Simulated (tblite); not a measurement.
# C4H6BN3S: the cost of one run

The runs use tblite 0.8.0 and PySCF 2.14.0, with density-fitted response routines of our own; the level of theory stands in each step. All values are computed, except where a source is named. Atoms count from 0, in the outputs and in this text.

## 1. The molecule as given

15 atoms, charge 0, multiplicity 1; geometry from: force field or distance geometry start.

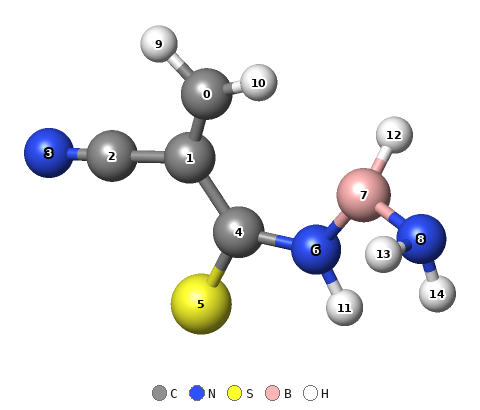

As it starts; carbon grey, nitrogen blue, sulfur yellow, boron pink, hydrogen white, atoms numbered.

## 2. Optimising the geometry with GFN2-xTB

Job settings and geometry (Å):

```
{"job": {"kind": "relax", "xc": "GFN2-xTB", "basis": "xTB"}, "charge": 0, "multiplicity": 1}
C     -1.437600     1.132500    -0.581600
C     -1.585200    -0.012200     0.009200
C     -2.936800    -0.407700     0.349000
N     -4.040700    -0.704400     0.612300
C     -0.544900    -0.945600     0.400700
S     -1.030900    -2.340700     1.147800
N      0.843100    -0.805100     0.189000
B      1.546700     0.361600    -0.462800
N      2.991900     0.632100    -0.018400
H     -2.385800     1.689500    -0.770800
H     -0.556100     1.608600    -0.909000
H      1.479700    -1.594300     0.532700
H      1.400200     0.442600    -1.646300
H      2.903600     1.234600     0.829000
H      3.348400    -0.283500     0.297300
```

Launch:

```bash
$ OMP_NUM_THREADS=1 python probes_run.py task.json out
```

This one command runs all jobs of the session in turn.

Q: Estimate the wall time and peak memory of this first job on 1 thread of Arm Neoverse N1, shared host.

About 1.8 s, with a peak of 0.18 GiB.
